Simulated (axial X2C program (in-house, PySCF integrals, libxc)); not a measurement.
# SnGa: bond curves with and without spin–orbit coupling, part 2 of 2

Computed with an in-house X2C program for linear molecules on PySCF integrals; all-electron X2C, Sn dyall-cv3z, Ga dyall-cv3z. Earlier steps stand in the parts before.

## Step 8: The spin-free curves together

Energy (eV) of the followed determinant, spin-free, from each level's lowest point:

```tsv
R (Å)	PBE0	HF	MP2	CCSD	CCSD(T)	B3LYP
2.323	0.463	0.655	0.556	n/a	n/a	0.525
2.430	0.186	0.318	0.238	0.263	0.260	0.228
2.510	0.071	0.161	0.100	0.116	0.114	0.098
2.590	0.013	0.064	0.026	0.034	0.032	0.027
2.670	0.000	0.014	0.000	0.000	0.000	0.000
2.763	0.025	0.000	0.016	0.007	0.009	0.010
2.857	0.082	0.022	0.068	0.050	0.054	0.051
2.977	0.186	0.086	0.171	0.141	0.149	0.137
3.124	0.342	0.199	0.334	n/a	n/a	0.271
3.337	0.593	0.392	0.604	n/a	n/a	0.492
```

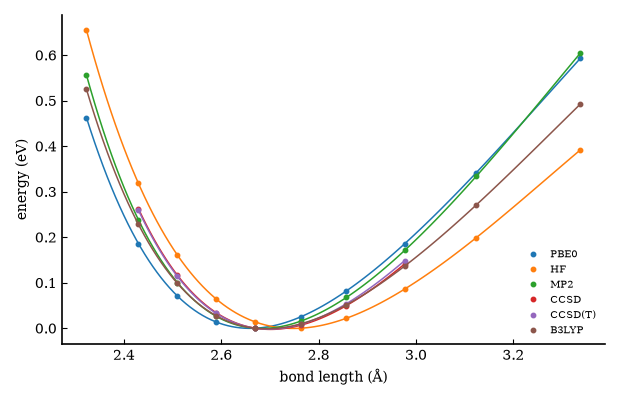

Curves of the followed state, spin-free, each from its own lowest point.

## Step 9: PBE0, 2c

State followed: Ω = 3/2 (excess of +ω over −ω: ω = 3/2). The scan is laid around 2.670 Å, a first estimate of the minimum, and this SCF restarts from the orbitals of the search.

The SCF at the reference distance of 2.670 Å:

```text
two-component X2C + atomic mean field  PBE0
basis functions 237  fitting functions 1275  grid points 5807
iter        total energy     max residual
   1      -8116.377158288     1.08e+00
   2      -8116.724539686     8.03e-03
   3      -8116.724525655     8.91e-03
   4      -8116.725128074     5.74e-04
   5      -8116.725133143     6.51e-04
   6      -8116.725138243     1.67e-04
   7      -8116.725138545     6.01e-05
   8      -8116.725138613     7.92e-06
   9      -8116.725138624     4.78e-06
  10      -8116.725138628     2.57e-06
  11      -8116.725138629     8.81e-07
converged
one-electron -11806.02454156  Coulomb 3628.38889362  exact exchange -59.56689657  xc functional -182.55924522  nuclear repulsion 307.20025353  atomic mean-field constant -4.16360243
```

Along the bond, energies from the lowest point:

```tsv
R (Å)	E (eV)	μ (D)	HOMO (eV)	LUMO (eV)	iterations
2.323	0.4647	0.28	-5.38	-2.95	13
2.430	0.1884	0.45	-5.43	-2.83	12
2.510	0.0727	0.61	-5.35	-2.75	12
2.590	0.0146	0.78	-5.25	-2.67	12
2.670	0.0000	0.97	-5.15	-2.64	11
2.763	0.0236	1.21	-5.04	-2.64	13
2.857	0.0789	1.45	-4.94	-2.64	13
2.977	0.1809	1.78	-4.82	-2.63	13
3.124	0.3345	2.19	-4.68	-2.61	13
3.337	0.5823	2.77	-4.52	-2.57	14
```

Dipoles are positive if Ga is the positive end.

Outer spinors at the reference distance:

```tsv
ω	occupied	ε (eV)	atomic character	λ mixture
5/2	yes	-27.59	100% Sn d	100% δ
3/2	yes	-27.54	100% Sn d	74% π, 26% δ
1/2	yes	-27.52	100% Sn d	50% π, 50% σ
-1/2	yes	-27.49	100% Sn d	66% σ, 34% π
-3/2	yes	-27.44	100% Sn d	85% π, 15% δ
-5/2	yes	-27.42	100% Sn d	100% δ
-3/2	yes	-22.92	100% Ga d	87% δ, 13% π
3/2	yes	-22.90	100% Ga d	81% δ, 19% π
-1/2	yes	-22.86	100% Ga d	69% π, 31% σ
1/2	yes	-22.85	100% Ga d	51% π, 49% σ
5/2	yes	-22.51	100% Ga d	100% δ
-5/2	yes	-22.47	100% Ga d	100% δ
3/2	yes	-22.46	100% Ga d	81% π, 19% δ
1/2	yes	-22.43	100% Ga d	51% σ, 49% π
-1/2	yes	-22.41	100% Ga d	69% σ, 31% π
-3/2	yes	-22.40	100% Ga d	87% π, 13% δ
1/2	yes	-13.22	57% Sn s, 27% Ga s, 8% Ga p	100% σ
-1/2	yes	-11.49	51% Sn s, 35% Ga s, 6% Ga p	100% σ
1/2	yes	-9.90	49% Ga s, 23% Sn s, 17% Sn p	100% σ
-1/2	yes	-8.60	44% Ga s, 30% Sn s, 13% Sn p	100% σ
1/2	yes	-5.47	46% Sn p, 42% Ga p, 8% Ga s	99% σ, 1% π
-1/2	yes	-5.41	72% Sn p, 23% Ga p, 4% Ga d	99% π, 1% σ
3/2	yes	-5.15	67% Sn p, 28% Ga p, 3% Ga d	100% π
-1/2	no	-2.64	45% Ga p, 44% Sn p, 6% Ga s	97% σ, 3% π
1/2	no	-2.60	56% Sn p, 41% Ga p	99% π, 1% σ
-3/2	no	-2.44	52% Sn p, 45% Ga p	100% π
-1/2	no	-1.74	66% Ga p, 22% Sn p, 7% Sn d	98% π, 2% σ
```

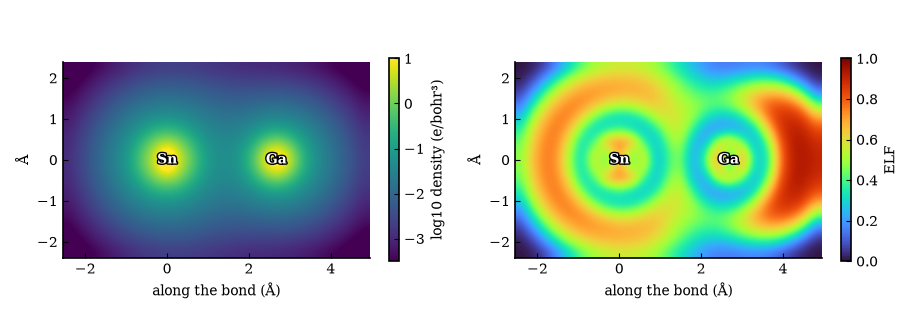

PBE0 fields in a plane through the axis, from a grid of 0.3 Å; Sn lies at z = 0 and Ga at z = 2.670 Å; the ELF is damped to zero where the density is low.

Re = 2.662 Å, ωe = 180.0 cm⁻¹, ωexe = 0.488 cm⁻¹, Be = 0.05436 cm⁻¹, De = 2.13 eV, μ = 0.95 D.

## Step 10: HF, 2c

Output at 2.670 Å:

```text
two-component X2C + atomic mean field  HF
basis functions 237  fitting functions 1275  grid points 5807
iter        total energy     max residual
   1      -8112.866583123     1.62e-01
   2      -8112.905202464     9.37e-03
   3      -8112.906768785     1.22e-02
   4      -8112.907407901     1.72e-03
   5      -8112.907604934     8.95e-04
   6      -8112.907692701     5.17e-04
   7      -8112.907739777     3.71e-04
   8      -8112.907780468     2.47e-04
   9      -8112.907800198     2.45e-04
  10      -8112.907813680     2.26e-04
  11      -8112.907823254     1.97e-04
  12      -8112.907841877     1.07e-04
  13      -8112.907847452     6.83e-05
  14      -8112.907849187     4.38e-05
  15      -8112.907849516     1.87e-05
  16      -8112.907849562     7.48e-06
  17      -8112.907849567     3.15e-06
  18      -8112.907849568     1.76e-06
converged
one-electron -11805.71057102  Coulomb 3628.22759432  exact exchange -238.46152397  xc functional 0.00000000  nuclear repulsion 307.20025353  atomic mean-field constant -4.16360243
```

Re = 2.752 Å, ωe = 162.0 cm⁻¹, ωexe = 0.472 cm⁻¹, Be = 0.05087 cm⁻¹, De = 1.24 eV, μ = 2.05 D.

## Step 11: B3LYP, 2c

Output at 2.670 Å:

```text
two-component X2C + atomic mean field  B3LYP
basis functions 237  fitting functions 1275  grid points 5807
iter        total energy     max residual
   1      -8117.449893388     4.98e-02
   2      -8117.451975142     3.29e-03
   3      -8117.451937308     4.61e-03
   4      -8117.452079411     2.44e-04
   5      -8117.452083320     2.05e-04
   6      -8117.452085031     8.35e-05
   7      -8117.452086094     6.54e-05
   8      -8117.452086489     2.79e-05
   9      -8117.452086686     7.56e-06
  10      -8117.452086700     2.69e-06
  11      -8117.452086701     5.50e-07
converged
one-electron -11805.89843099  Coulomb 3628.24326204  exact exchange -47.64610615  xc functional -195.18746270  nuclear repulsion 307.20025353  atomic mean-field constant -4.16360243
```

Re = 2.697 Å, ωe = 169.1 cm⁻¹, ωexe = 0.494 cm⁻¹, Be = 0.05295 cm⁻¹, De = 1.88 eV, μ = 0.96 D.

## Step 12: Correlated methods, 2c

Correlated methods: 7 electrons correlated (frozen shells, counted by type: Sn 4 s, 3 p, 2 d; Ga 3 s, 2 p, 1 d), 321 virtual spinors in MP2, 90 natural virtuals in coupled cluster.

Output of the correlated part at 2.670 Å:

```text
correlated 7  virtual 321  natural virtual 90  E(MP2) -0.102838615  MP2 remainder -0.002870215
iter   CCSD correlation   residual
   1     -0.115354280   1.24e-01
   2     -0.121468167   5.16e-02
   3     -0.122162669   1.90e-02
   4     -0.122459950   1.04e-02
   5     -0.122526542   5.53e-03
   6     -0.122547282   2.91e-03
   7     -0.122575984   1.94e-03
   8     -0.122575079   1.28e-03
   9     -0.122578809   7.16e-04
  10     -0.122582815   3.74e-04
  11     -0.122586922   1.82e-04
  12     -0.122587573   1.07e-04
  13     -0.122588068   7.49e-05
  14     -0.122587782   4.94e-05
  15     -0.122587818   2.55e-05
  16     -0.122587858   1.29e-05
  17     -0.122587894   7.89e-06
  18     -0.122587919   5.82e-06
  19     -0.122587949   4.14e-06
  20     -0.122587985   2.71e-06
  21     -0.122587998   1.69e-06
(T) -0.006465693  T1 0.0449  D1 0.0666  max T2 0.069
```

MP2: Re = 2.687 Å, ωe = 182.1 cm⁻¹, Be = 0.05335 cm⁻¹, De = 1.92 eV.

CCSD: Re = 2.705 Å, ωe = 177.1 cm⁻¹, ωexe = 0.454 cm⁻¹, Be = 0.05263 cm⁻¹, De = 1.67 eV. T1 at Re = 0.032 (Lee–Taylor, the printed value over √2).

CCSD(T): Re = 2.701 Å, ωe = 179.0 cm⁻¹, ωexe = 0.45 cm⁻¹, Be = 0.05281 cm⁻¹, De = 1.75 eV. T1 at Re = 0.032 (Lee–Taylor, the printed value over √2).

## Step 13: A higher determinant, 2c

State: Ω = 1/2 (excess of +ω over −ω: 2 × ω = -1/2, ω = 3/2).

Output at the reference distance:

```text
two-component X2C + atomic mean field  PBE0
basis functions 237  fitting functions 1275  grid points 5807
iter        total energy     max residual
   1      -8116.364961953     1.08e+00
   2      -8116.711065524     8.37e-03
   3      -8116.711077689     8.90e-03
   4      -8116.711649545     6.15e-04
   5      -8116.711655560     6.33e-04
   6      -8116.711659967     1.67e-04
   7      -8116.711660236     4.81e-05
   8      -8116.711660285     8.87e-06
   9      -8116.711660289     2.24e-06
  10      -8116.711660290     1.34e-06
converged
one-electron -11805.79428841  Coulomb 3628.15846762  exact exchange -59.56323799  xc functional -182.54925260  nuclear repulsion 307.20025353  atomic mean-field constant -4.16360243
```

```tsv
R (Å)	E above the lowest PBE0 point (eV)
2.323	0.805
2.430	0.536
2.510	0.426
2.590	0.375
2.670	0.367
2.763	0.397
2.857	0.458
2.977	0.564
3.124	0.718
```

Re = 2.647 Å, ωe = 183.6 cm⁻¹, ωexe = 0.58 cm⁻¹, Be = 0.05498 cm⁻¹, μ = 0.90 D. Te = 0.37 eV.

## Step 14: The 2c curves together

Energy (eV) of the followed determinant, 2c, from each level's lowest point:

```tsv
R (Å)	PBE0	HF	MP2	CCSD	CCSD(T)	B3LYP
2.323	0.465	0.663	0.557	n/a	n/a	0.523
2.430	0.188	0.324	0.241	0.266	0.262	0.230
2.510	0.073	0.165	0.103	0.119	0.116	0.100
2.590	0.015	0.067	0.027	0.035	0.034	0.028
2.670	0.000	0.015	0.000	0.000	0.000	0.000
2.763	0.024	0.000	0.014	0.005	0.007	0.008
2.857	0.079	0.020	0.063	0.046	0.050	0.047
2.977	0.181	0.083	0.164	0.135	0.143	0.129
3.124	0.334	0.194	0.324	n/a	n/a	0.259
3.337	0.582	0.383	0.592	n/a	n/a	0.475
```

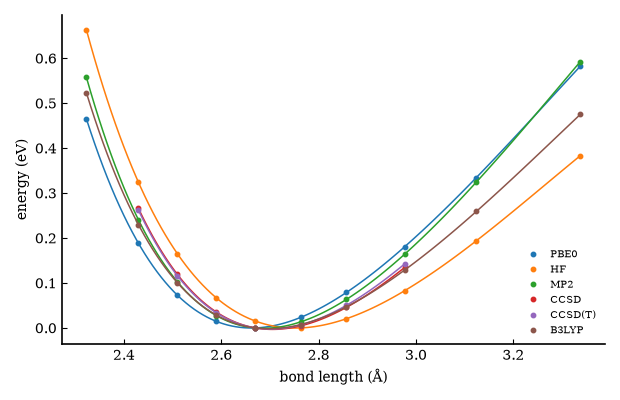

Curves of the followed state, 2c, each from its own lowest point.

The whole job took 3.2 min on 1 thread of Arm Neoverse V1, shared host; peak memory 0.59 GiB.

## Step 15: What came out

The summary covers parts 1 to 2.

Lowest determinant that the search found at its distance, spin-free: M_S = 3/2, Λ = 0 (beyond closed shells: σα, π+α, π-α).

Lowest determinant that the search found at its distance, 2c: Ω = 3/2 (excess of +ω over −ω: ω = 3/2).

```json
{"Hamiltonian": "spin-free", "level": "PBE0", "Re (Å)": "2.659", "ωe (cm⁻¹)": "181.3", "De (eV)": "2.16", "μ (D)": "0.94"}
{"Hamiltonian": "spin-free", "level": "HF", "Re (Å)": "2.748", "ωe (cm⁻¹)": "162.8", "De (eV)": "1.29", "μ (D)": "2.07"}
{"Hamiltonian": "spin-free", "level": "MP2", "Re (Å)": "2.683", "ωe (cm⁻¹)": "184.1", "De (eV)": "1.94", "μ (D)": "n/a"}
{"Hamiltonian": "spin-free", "level": "CCSD", "Re (Å)": "2.701", "ωe (cm⁻¹)": "178.8", "De (eV)": "1.85", "μ (D)": "n/a"}
{"Hamiltonian": "spin-free", "level": "CCSD(T)", "Re (Å)": "2.697", "ωe (cm⁻¹)": "180.6", "De (eV)": "1.96", "μ (D)": "n/a"}
{"Hamiltonian": "spin-free", "level": "B3LYP", "Re (Å)": "2.693", "ωe (cm⁻¹)": "171.5", "De (eV)": "1.97", "μ (D)": "0.94"}
{"Hamiltonian": "2c", "level": "PBE0", "Re (Å)": "2.662", "ωe (cm⁻¹)": "180.0", "De (eV)": "2.13", "μ (D)": "0.95"}
{"Hamiltonian": "2c", "level": "HF", "Re (Å)": "2.752", "ωe (cm⁻¹)": "162.0", "De (eV)": "1.24", "μ (D)": "2.05"}
{"Hamiltonian": "2c", "level": "MP2", "Re (Å)": "2.687", "ωe (cm⁻¹)": "182.1", "De (eV)": "1.92", "μ (D)": "n/a"}
{"Hamiltonian": "2c", "level": "CCSD", "Re (Å)": "2.705", "ωe (cm⁻¹)": "177.1", "De (eV)": "1.67", "μ (D)": "n/a"}
{"Hamiltonian": "2c", "level": "CCSD(T)", "Re (Å)": "2.701", "ωe (cm⁻¹)": "179.0", "De (eV)": "1.75", "μ (D)": "n/a"}
{"Hamiltonian": "2c", "level": "B3LYP", "Re (Å)": "2.697", "ωe (cm⁻¹)": "169.1", "De (eV)": "1.88", "μ (D)": "0.96"}
```

Dipoles are positive if Ga is the positive end.

Time per point (s) on 1 thread of Arm Neoverse V1, shared host (2c runs; CCSD comes with the CCSD(T) run); the times are rough: PBE0 1.7, HF 1.9, MP2 2.1, CCSD(T) 5.6, B3LYP 1.8.

In words: At CCSD(T), going from spin-free to two-component changes Re by +4 mÅ, ωe by -0.9 %, which is small (part of it comes from the scalar share of the two-electron terms). It costs about 1.7 times the time. De moves by -0.21 eV; both De rest on single-determinant atoms, which can miss part of an open shell's spin–orbit lowering.

De refers to Sn + Ga, each in the lowest determinant found, which need not be this curve's own limit. The state is a single determinant with fixed occupations, the lowest that a limited PBE0 search found. De is counted from the lowest determinant-based energies of the atoms at the same level, without counterpoise correction. Density functionals use the spin component along the axis (collinear). CCSD and (T) use frozen natural virtuals with an MP2 correction for the truncation. With several unpaired electrons one determinant need not be a pure state. With the outer-core shells frozen, correlated bond lengths of heavy atoms tend to come out a few hundredths of an ångström too long. T1 at Re is 0.032 (Lee–Taylor), above the customary mark of 0.02.
